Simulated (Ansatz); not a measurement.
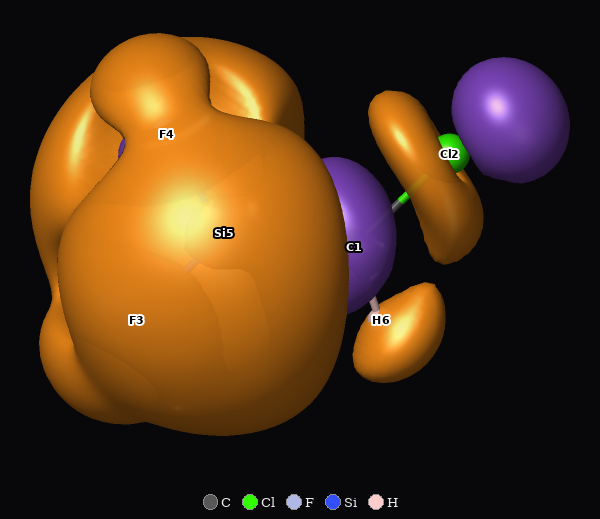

CHClF$_{2}$Si. The LUMO at ±0.05 Å⁻³ᐟ² (orange and purple are the two phases), seen at a tilt.

Geometry: PBE0-D3(BJ)/def2-SVP.

Level of theory: Ansatz 0.2.0, isolated molecule in a Gaussian basis; Kohn-Sham density functional theory, functional PBE0.

```xyz
6

C    -1.2439   -1.5991   -1.7840
Cl   -0.9111   -2.0048   -3.4311
F    -0.9962    0.1425    0.5322
F     0.2415    0.9487   -1.5808
Si   -0.6781   -0.2168   -0.9934
H    -1.8699   -2.3039   -1.2309
```

Q: Describe this orbital and give its energy.

A: By Hirshfeld shares it lies mainly on Si5 (about 60 %), C1 (about 15 %), F3 (about 10 %) and F4 (about 10 %); it is symmetric in the molecular plane (an in-plane orbital: σ, lone-pair or in-plane π type). Its energy is −1.80 eV.
